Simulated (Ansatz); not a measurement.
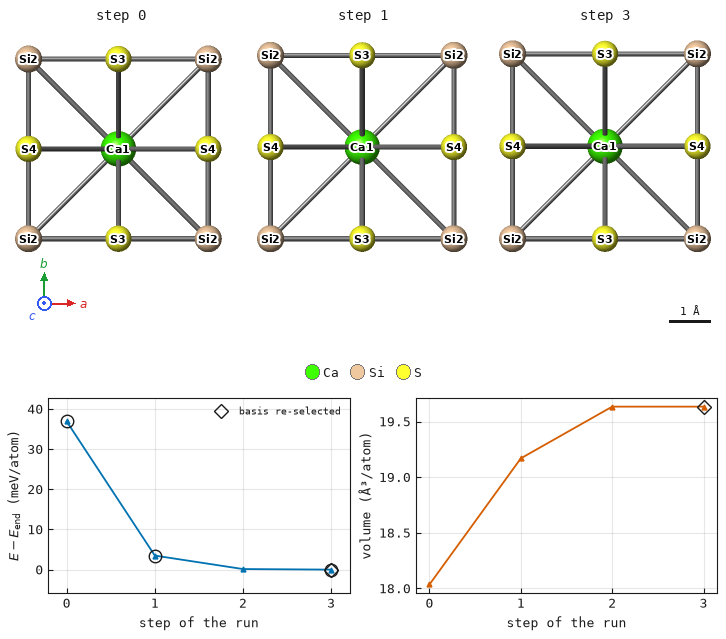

Frames of a relaxation of a crystal of CaSiS$_{3}$ (a generated structure, set up in Pm-3m) (coarse preliminary run), marked on the history of the run. A ball-and-stick model of the cell of the calculation, seen along the c axis.

Theory: DFT PBE, scalar-relativistic, plane waves, PAW in Ansatz. Settings: plane-wave cutoff 420 eV; k-point mesh 4 × 4 × 4; occupations gaussian; smearing width 0.1 eV; no spin polarisation; cell and atoms relaxed; force threshold 0.04 eV/Å; at most 70 steps.

Question: Describe the path.

Answer: After 2 accepted moves (3 points after the start) the energy has fallen by 36.9 meV per atom. All forces vanish by symmetry, so only the cell relaxes. Pressure: 7.66 GPa at the start and 0.29 GPa at the end. The SCF was repeated once at an unchanged geometry on a basis and grid sized afresh for the cell, which shifted the energy by 0.1 meV per atom at most. The atoms keep their places relative to the cell (all moves are under 0.005 Å). The drawn cell changes as follows: a = b = c 4.484 → 4.613 Å (+2.9 %); the volume changes by +8.9 %. Near-neighbour distances that change, for instance: Ca–S 3.171 → 3.262 Å, S–Si 2.242 → 2.307 Å. The space group stays Pm-3m (No. 221). From step 0 to 1: volume +6.3 %, energy −33.4 meV per atom. From step 1 to 3: volume +2.4 %, energy −3.5 meV per atom.

| step | E − E(0), meV/atom | pressure, GPa | volume, Å³/atom | note |
| --- | --- | --- | --- | --- |
| 0 | 0.00 | 7.66 | 18.036 |  |
| 1 | -33.40 | 2.10 | 19.169 |  |
| 2 | -36.75 | 0.28 | 19.634 |  |
| 3 | -36.89 | 0.29 | 19.634 | same geometry, new basis |
